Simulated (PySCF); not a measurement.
**FeCl₃: structure of the doublet**

Aim: relax FeCl₃ as a doublet from a T-shaped start, check by its vibrations whether the end is a minimum, and collect its spectrum and constants.

Computed with PySCF 2.14.0. Level: B3LYP, basis Fe def2-SVP, Cl def2-SVP, no relativity, density fitting.

## Step 1: Where the work starts

4 atoms, charge 0, spin multiplicity 2.

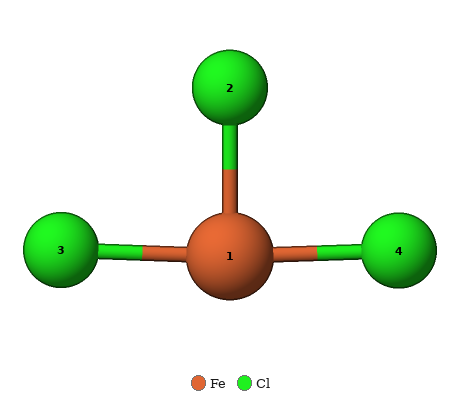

Start geometry, drawn with iron orange, chlorine green; atoms are numbered from 1 in the order of the file.

```xyz
4
charge 0 multiplicity 2
Fe    0.0000    0.0000   -0.5000
Cl    0.0000    0.0000    1.6500
Cl    2.1487    0.0000   -0.4250
Cl   -2.1487    0.0000   -0.4250
```

## Step 2: Relaxation: T-shaped start, doublet

The steps below are one call of a driver around PySCF. For each, scf.py gives the equivalent set-up of the SCF; relaxations use the driver's own optimiser. Before each start the driver seeks the lowest SCF state from one or more starting densities and follows internal instabilities, so scf.py alone need not reach the same state.

The program finds C2v symmetry in the start, which this walk keeps. The walk stops when the largest gradient is under 0.0003 Eh/bohr and the energy has settled too.

File scf.py:

```python
from pyscf import gto, scf, dft
mol = gto.M(atom='''
Fe     0.000000     0.000000    -0.500047
Cl     0.000000     0.000000     1.649953
Cl     2.148700    -0.000000    -0.425047
Cl    -2.148700     0.000000    -0.425047''',
    basis={'Fe': 'def2-SVP', 'Cl': 'def2-SVP'},
    charge=0, spin=1)
mf = dft.UKS(mol, xc='B3LYP')
mf.grids.atom_grid = (50, 194)
aux = {'Fe': 'def2-universal-JKFIT', 'Cl': 'def2-universal-JKFIT'}
mf = mf.density_fit(auxbasis=aux)
mf.kernel()
```

After this run come: Frequencies.

Q: Predict the outcome of this session. Wanted: minimum; geometry; wavenumbers; dipole moment; highest occupied, lowest empty level; polar-tensor charge of Fe1; zero-point energy; atomisation energy; ⟨S²⟩.

As calculated:

| quantity | value |
| --- | --- |
| minimum | broken-symmetry (Ms = 1/2), C2v |
| geometry | Fe–Cl 2.110 Å, Fe–Cl 2.117 Å (×2); Cl–Fe–Cl 112.9° (×2), Cl–Fe–Cl 134.2° |
| wavenumbers (cm⁻¹) | 54 (b1), 77 (b2), 103 (a1), 351 (a1), 455 (a1), 487 (b2) |
| dipole moment | 0.41 D |
| highest occupied, lowest empty level (either spin) | -8.33, -5.20 eV |
| polar-tensor charge of Fe1 | +1.33 e |
| zero-point energy | 9.1 kJ/mol |
| entropy at 298.15 K | 353.0 J/(mol K) |
| atomisation energy (no zero-point energy) | 829 kJ/mol |
| ⟨S²⟩ | 2.257 |

What this shows: The T-shaped start keeps its C2v symmetry and ends in a minimum. The determinant is spin-contaminated (⟨S²⟩ = 2.26 against 0.75), so it is no pure spin state. The strongest infrared band lies at 487 cm⁻¹ (b2, stretch). Only this shape and spin were tried, so other structures or states may lie lower. Modes under about 90 cm⁻¹ are uncertain by tens of cm⁻¹. Open d and f shells are described by one determinant, and the ground state may have another occupation or spin.
